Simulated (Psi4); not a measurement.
**wB97X-V/6-31G(d) (spherical functions) run of GaSiH7O (SMILES [SiH3][OH+][GaH3-])**

What is the vertical ionisation energy of GaSiH7O at wB97X-V/6-31G* (spherical functions)? 

The calculation is run with Psi4 1.11.

7 further runs of the same task are left out: 4 that didn't finish, 3 set aside as unsound or not needed. Runs told in other sessions of the task aren't counted.

### Step 1. The structure to begin with

GaSiH7O has 10 atoms, charge 0, and is taken as a singlet. As SMILES, `[SiH3][OH+][GaH3-]`. Geometry: relaxed at PBE0-D4/def2-TZVP.

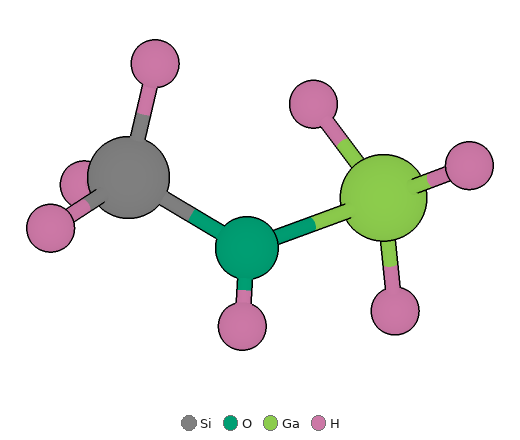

The structure, seen from a chosen angle (silicon grey, oxygen teal, gallium green, hydrogen pink).

### Step 2. A single-point energy at wB97X-V/6-31G(d) (spherical functions)

Input file run.py:

```python
import psi4

psi4.set_memory('2200 MB')
psi4.set_num_threads(1)
psi4.core.set_output_file('output.dat', False)

molecule = psi4.geometry("""
0 1
Si
O 1 1.685497
Ga 2 2.176108 1 118.05296
H 1 1.484657 2 106.72622 3 -179.80058
H 1 1.479904 4 109.95331 2 119.88182
H 1 1.474754 5 111.98742 4 -124.69543
H 2 0.960275 1 117.65245 6 159.7671
H 3 1.57141 2 100.05588 7 -100.06767
H 3 1.582853 8 118.89619 2 98.21709
H 3 1.578095 8 119.62106 9 159.35152
units angstrom
symmetry c1
""")

options = {'basis': '6-31G*', 'puream': True, 'e_convergence': 1e-09, 'd_convergence': 1e-08, 'scf_type': 'pk', 'dft_radial_points': 99, 'dft_spherical_points': 590}
psi4.set_options(options)

e_tot = psi4.energy('wb97x-v')
print(f'total energy {e_tot:.8f} hartree = {e_tot * 27.211386:.5f} eV')
```

Run with:

```bash
$ python run.py
```

output.dat, shortened:

```text
[...]
  Running in c1 symmetry.
[...]
  Nuclear repulsion =  256.165784262817851
[...]
  Multiplicity = 1
[...]
  Nalpha       = 30
  Nbeta        = 30
[...]
    Number of basis functions: 78
[...]
   @RKS iter   1: -2291.27883313787697   -2.19504e+00   3.73905e-02 ADIIS/DIIS
[...]
   @RKS iter  13: -2293.23096616073826   -5.45697e-12   2.38708e-09 DIIS
[...]
    Orbital Energies [Eh]
    ---------------------
    Doubly Occupied:
       1A   -372.360304     2A    -66.182338     3A    -45.955460
       4A    -40.703182     5A    -40.700205     6A    -40.700079
       7A    -19.290322     8A     -5.595071     9A     -5.434813
      10A     -3.882963    11A     -3.874237    12A     -3.873845
      13A     -3.786758    14A     -3.783198    15A     -3.782754
      16A     -1.189421    17A     -0.919500    18A     -0.914332
      19A     -0.913896    20A     -0.910604    21A     -0.910428
      22A     -0.730045    23A     -0.639702    24A     -0.583711
      25A     -0.531584    26A     -0.494513    27A     -0.466988
      28A     -0.446820    29A     -0.376464    30A     -0.371707
[...]
  @RKS Final Energy: -2293.23096616073826
   => Energetics <=
    Nuclear Repulsion Energy =            256.1657842628178514
    One-Electron Energy =               -3702.8124044721380415
    Two-Electron Energy =                1234.8320410677051768
    DFT Exchange-Correlation Energy =     -81.6630412227835052
    Empirical Dispersion Energy =           0.0000000000000000
    VV10 Nonlocal Energy =                  0.2466542036602565
    Total Energy =                      -2293.2309661607382623
[...]
 Multipole Moments:
 ------------------------------------------------------------------------------------
     Multipole            Electronic (a.u.)      Nuclear  (a.u.)        Total (a.u.)
 ------------------------------------------------------------------------------------
 L = 1.  Multiply by 2.5417464519 to convert [e a0] to [Debye]
 Dipole X            :          0.1952985           -0.5210795           -0.3257810
 Dipole Y            :         -6.1865786            7.4401517            1.2535732
 Dipole Z            :          8.5176175           -9.2804123           -0.7627948
 Magnitude           :                                                    1.5031417
[...]
```

Standard output:

```text
total energy -2293.23096616 hartree = -62401.99301 eV
```

Wall time 2.4 min (1 thread of Intel Xeon 6975P-C (Granite Rapids), shared host); peak memory 1.3 GiB.

### Step 3. The doublet cation

Input file calc.in:

```
memory 2.2 GB

molecule {
  1 2
  Si    -0.484700     0.680100    -1.289300
  O     -0.772200    -0.233700     0.097500
  Ga     0.882100    -0.551000     1.475200
  H     -1.767100     0.740000    -2.035000
  H      0.556000     0.040700    -2.124900
  H     -0.069600     2.013200    -0.814500
  H     -1.323900    -1.014800     0.010100
  H      0.306600     0.146600     2.760300
  H      1.885600     0.253500     0.552600
  H      0.870300    -2.125600     1.370900
  symmetry c1
  no_reorient
  no_com
}

set globals {
  basis                6-31G*
  reference            uks
  puream               true
  e_convergence        1e-09
  d_convergence        1e-08
  scf_type             pk
  dft_radial_points    99
  dft_spherical_points 590
  maxiter              100
}

result, w = energy("wb97x-v", return_wfn=True)
```

Run with:

```bash
$ psi4 -n 1 calc.in calc.out
```

calc.out, shortened:

```text
[...]
  Running in c1 symmetry.
[...]
  Nuclear repulsion =  256.165787413938176
[...]
  Multiplicity = 2
[...]
  Nalpha       = 30
  Nbeta        = 29
[...]
    Number of basis functions: 78
[...]
   @UKS iter   1: -2290.80731171841308   -1.72351e+00   3.73985e-02 ADIIS/DIIS
[...]
   @UKS iter  29: -2292.85118200891384   -2.50111e-11   7.26318e-09 DIIS
[...]
   @S^2 Observed:                7.630681694E-01
[...]
    Orbital Energies [Eh]
    ---------------------
    Alpha Occupied:
       1A   -372.642093     2A    -66.327775     3A    -46.236690
       4A    -40.983450     5A    -40.983120     6A    -40.980950
       7A    -19.483290     8A     -5.876148     9A     -5.581970
      10A     -4.161715    11A     -4.159776    12A     -4.152734
      13A     -3.934685    14A     -3.929577    15A     -3.929388
      16A     -1.379003    17A     -1.202761    18A     -1.196437
      19A     -1.194908    20A     -1.191317    21A     -1.188940
      22A     -0.905202    23A     -0.858460    24A     -0.785620
      25A     -0.731632    26A     -0.710756    27A     -0.672260
      28A     -0.637357    29A     -0.611920    30A     -0.599207
    Alpha Virtual:
[...]
  @UKS Final Energy: -2292.85118200891384
   => Energetics <=
    Nuclear Repulsion Energy =            256.1657874139381761
    One-Electron Energy =               -3689.1013602437292320
    Two-Electron Energy =                1221.3576043846892389
    DFT Exchange-Correlation Energy =     -81.5170976918497274
    Empirical Dispersion Energy =           0.0000000000000000
    VV10 Nonlocal Energy =                  0.2438841280373496
    Total Energy =                      -2292.8511820089142930
  UHF NO Occupations:
  HONO-2 :   28  A 1.9986705
  HONO-1 :   29  A 1.9949057
[...]
 Multipole Moments:
 ------------------------------------------------------------------------------------
     Multipole            Electronic (a.u.)      Nuclear  (a.u.)        Total (a.u.)
 ------------------------------------------------------------------------------------
 L = 1.  Multiply by 2.5417464519 to convert [e a0] to [Debye]
 Dipole X            :        -27.8082515           28.0427798            0.2345283
 Dipole Y            :         17.0960533          -17.7173163           -0.6212630
 Dipole Z            :        -51.7229196           53.2534271            1.5305075
 Magnitude           :                                                    1.6683598
[...]
```

Run time: 5.2 min. Hardware: 1 thread of Intel Xeon 6975P-C (Granite Rapids), shared host; peak memory 1.3 GiB.

### Step 4. Summary of results

At wB97X-V/6-31G* (spherical functions):

| quantity | value |
| --- | --- |
| singlet GaSiH7O: total energy | -2293.23097 Eh |
| singlet GaSiH7O: dipole moment | 3.82 D |
| singlet GaSiH7O: HOMO energy | -10.11 eV |
| singlet GaSiH7O: LUMO energy | 1.33 eV |
| singlet GaSiH7O: HOMO–LUMO gap | 11.44 eV |
| doublet cation: total energy | -2292.85118 Eh |
| doublet cation: HOMO energy (highest over α and β) | -16.15 eV |
| doublet cation: LUMO energy (lowest over α and β) | -10.52 eV |
| doublet cation: ⟨S²⟩ | 0.763 |
| vertical ionisation energy (to the doublet cation) | 10.334 eV |

**Reading.** Removing an electron at fixed nuclei costs 10.33 eV (997 kJ/mol). The negative HOMO energy of the first species, 10.11 eV, lies 0.22 eV below that difference. With no_com the log's rotational constants are taken about the origin, not the centre of mass, so they aren't the molecule's.
